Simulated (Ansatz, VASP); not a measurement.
# PbF2 (Fluorocronite): VASP beside Ansatz, part 2 of 2

Aim: how closely do two programs agree when they are given the same cell, functional and k mesh? The cell is taken from a series of VASP runs on this material, whose earlier steps may have relaxed, scaled or displaced it; both programs get it as it stands. Valence electrons are named where the data sets of a main pair hold unlike numbers.

VASP 6.6.1 and Ansatz 0.2.0.

So far. Step 3 (Ansatz: single point, PBE with D3(BJ)): The run ends at a pressure of 0.24 GPa.

### Step 5. VASP: band structure, PBE with D3(BJ) (continued)

Level of this step: PBE with D3(BJ); plane waves and PAW (Pb_d, F) (VASP).

Numbers of over 12 decimals in the logs are rounded to 6 here.

OUTCAR, selected parts (step 5):

```text
 Edisp (eV)   -0.45397

  Total       0.00975     0.00975     0.00975    -0.00000     0.00000    -0.00000
  in kB       0.29573     0.29573     0.29573    -0.00000     0.00000    -0.00000
  external pressure =        0.30 kB  Pullay stress =        0.00 kB

 POSITION                                       TOTAL-FORCE (eV/Angst)
 -----------------------------------------------------------------------------------
      0.00000      0.00000      0.00000        -0.000000     -0.000000      0.000000
      1.48896      1.48896      1.48896        -0.000000     -0.000000     -0.000000
      4.46689      4.46689      4.46689         0.000000      0.000000      0.000000
 -----------------------------------------------------------------------------------
    total drift:                                0.000000     -0.000000      0.000000

  FREE ENERGIE OF THE ION-ELECTRON SYSTEM (eV)
  ---------------------------------------------------
  free  energy   TOTEN  =       -14.7984551298 eV

  energy  without entropy=      -14.7984551298  energy(sigma->0) =      -14.79845513

[... 1 part as in an earlier step ...]

[... 2 further parts left out ...]
[key lines of the parts left out:]
E-fermi :   1.9207
```

Spin-orbit coupling is off here; with elements this heavy it splits and shifts levels by tenths of an eV or more.

### Step 6. Ansatz: band structure, PBE with D3(BJ)

The same cell, functional, mesh and smearing now go to Ansatz, which takes its cutoff from its data sets.

The cell is taken from a series of VASP runs on this material, whose earlier steps may have relaxed, scaled or displaced it; both programs get it as it stands.

input.yaml

```yaml
crystal:
  lattice:
    - [0.0, 2.9779238876, 2.9779238876]
    - [2.9779238876, 0.0, 2.9779238876]
    - [2.9779238876, 2.9779238876, 0.0]
  atoms:
    - { symbol: Pb, position: [0.0, 0.0, 0.0] }
    - { symbol: F, position: [0.25, 0.25, 0.25] }
    - { symbol: F, position: [0.75, 0.75, 0.75] }
hamiltonian:
  xc: pbe
  pseudopotentials: { kind: paw }
  dispersion: d3bj
kpoints:
  mp_grid: { grid: [7, 7, 7] }
  band_path:
    path:
      - [0.0, 0.0, 0.0]
      - [0.16667, 0.0, 0.16667]
      - [0.33333, 0.0, 0.33333]
      - [0.5, 0.0, 0.5]
      - [0.5, 0.08333, 0.58333]
      - [0.5, 0.18333, 0.68333]
      - [0.5, 0.25, 0.75]
      - [0.45, 0.3, 0.75]
      - [0.40833, 0.34167, 0.75]
      - [0.35, 0.35, 0.7]
      - [0.225, 0.225, 0.45]
      - [0.075, 0.075, 0.15]
      - [0.03333, 0.03333, 0.03333]
      - [0.23333, 0.23333, 0.23333]
      - [0.4, 0.4, 0.4]
      - [0.51667, 0.46667, 0.51667]
      - [0.55833, 0.38333, 0.55833]
      - [0.60833, 0.28333, 0.60833]
      - [0.60833, 0.25, 0.64167]
      - [0.55833, 0.25, 0.69167]
      - [0.51667, 0.25, 0.73333]
      - [0.5, 0.3, 0.7]
      - [0.5, 0.38333, 0.61667]
      - [0.5, 0.48333, 0.51667]
      - [0.475, 0.475, 0.55]
      - [0.425, 0.425, 0.65]
      - [0.38333, 0.38333, 0.73333]
      - [0.59167, 0.18333, 0.59167]
      - [0.55, 0.1, 0.55]
      - [0.5, 0.0, 0.5]
    npoints: 1
scf:
  occupations: { method: gaussian, width: 0.05 }
  n_extra_bands: 7
output:
  forces: true
  stress: true
  eigenvalues: true
```

Started as:

```bash
ansatz run input.yaml --threads 2 --pin off --max-ram 4608MiB --backend cpu --events-out ev --progress --plain --runs-dir out
```

The log of the run:

```text
[...]
Crystal: 3 atoms, lattice volume = 52.817 Å³
Basis set: ecut = 420 eV, 1037 PW (Γ), exchange–correlation on 60×60×60 points (8 copies of the dense FFT grid, shifted against one another)
Bands: 21, of which v1, the nominal top of the filled ones, is band 14 counted from 1 (13 counted from 0)
Symmetry: 48 space group operations
[...]
k-points: 20 of 343
[...]
k-point 0: bands = [... 10 lower, 2.4194, 2.9119, 2.9119, 2.9119, 11.5704, 11.5704, 11.5704, 15.4168, ... 3 higher]
  k-point 1: bands = [... 10 lower, 2.3822, 2.8800, 2.8800, 3.3977, 10.9301, 11.7290, 11.7290, 16.5174, ... 3 higher]
  k-point 2: bands = [... 10 lower, 2.2996, 2.8087, 2.8087, 4.1827, 10.1782, 12.0915, 12.0915, 17.8204, ... 3 higher]
  k-point 19: bands = [... 10 lower, 2.4420, 3.2310, 3.3405, 4.7990, 10.5834, 11.0683, 12.4034, 14.9926, ... 3 higher]
[key lines of the parts left out:]
SCF converged after 6 iterations
Free energy (F): -13525.160051 eV
Fermi energy:    7.032475 eV
P = ⅓ Tr σ = 0.2371 GPa (2.371 kbar)
```

Run time: 2.4 s. Hardware: 2 threads of Arm Neoverse N1, shared host; peak memory 0.3 GiB; 4.1 s of CPU time.

### Step 7. Comparison

Compared:

```
                                        quantity  Ansatz   VASP  difference
                                  pressure (GPa)    0.24   0.03       +0.21
pressure without Ansatz's Pulay correction (GPa)   -0.22   0.03       -0.25
                   gap over the path points (eV)   4.421  4.418      +0.003
```

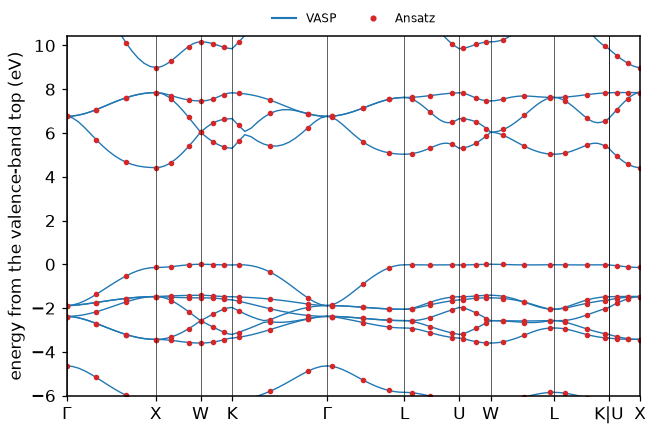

Bands from VASP (lines) and levels from Ansatz (dots). Dots without a line are higher empty bands that the VASP plot leaves out.

Levels at points of the path, from each program's valence-band top (eV; 4 filled, then empty):

```
k (reciprocal lattice)                                  Ansatz                                    VASP
     0.000 0.000 0.000  -2.39 -1.90 -1.90 -1.90 6.76 6.76 6.76  -2.38 -1.89 -1.89 -1.89 6.76 6.76 6.76
     0.167 0.000 0.167  -2.18 -1.75 -1.75 -1.38 5.69 7.07 7.07  -2.17 -1.75 -1.75 -1.37 5.69 7.07 7.07
     0.333 0.000 0.333  -1.73 -1.57 -1.57 -0.53 4.67 7.61 7.61  -1.72 -1.56 -1.56 -0.53 4.66 7.61 7.61
     0.500 0.000 0.500  -1.49 -1.49 -1.48 -0.14 4.42 7.84 7.84  -1.48 -1.48 -1.47 -0.14 4.42 7.85 7.85
     0.500 0.083 0.583  -1.66 -1.51 -1.46 -0.11 4.65 7.56 7.71  -1.65 -1.50 -1.45 -0.11 4.64 7.57 7.71
     0.500 0.183 0.683  -2.18 -1.54 -1.43 -0.02 5.39 6.71 7.51  -2.17 -1.53 -1.42 -0.02 5.39 6.71 7.51
     0.500 0.250 0.750   -2.58 -1.54 -1.43 0.00 6.04 6.04 7.46   -2.58 -1.53 -1.42 0.00 6.04 6.04 7.47
     0.450 0.300 0.750  -2.28 -1.56 -1.45 -0.01 5.59 6.46 7.56  -2.27 -1.55 -1.44 -0.01 5.59 6.46 7.56
     0.408 0.342 0.750  -2.06 -1.60 -1.49 -0.03 5.37 6.62 7.76  -2.05 -1.59 -1.48 -0.03 5.37 6.62 7.76
     0.350 0.350 0.700  -2.13 -1.70 -1.50 -0.02 5.62 6.35 7.82  -2.13 -1.69 -1.49 -0.02 5.61 6.35 7.82
```

Among the levels compared at these points, filled levels agree within 10 meV and empty ones within 4 meV. Ansatz's pressure holds a Pulay correction of 0.46 GPa; VASP's holds none.

### Step 8. Outcome

- difference in gap on the k mesh (single point, PBE with D3(BJ)): 0.0035 eV
- largest difference of a filled level at the path points (band structure, PBE with D3(BJ)): 10 meV

What this shows: The largest difference of a filled level at the path points is 10 meV (band structure, PBE with D3(BJ)), within the 80 meV picked in this series as the mark of a large difference. Such differences can come from data sets, numerical settings and the points named under the comparisons, not from the functional's error against experiment.

[Lines on the potential files, build, host, timing and source positions are cut from VASP's logs without a mark.]

[Logs are printed without paths, hosts, clocks, repeated set-up lines and the standing remarks that a program may print on its own settings, such as how far it seeks lower states.]

[Hosts, paths, dates, database ids (printed as entryN), source tags and the programs' standing remarks are cut or masked in the printed files.]
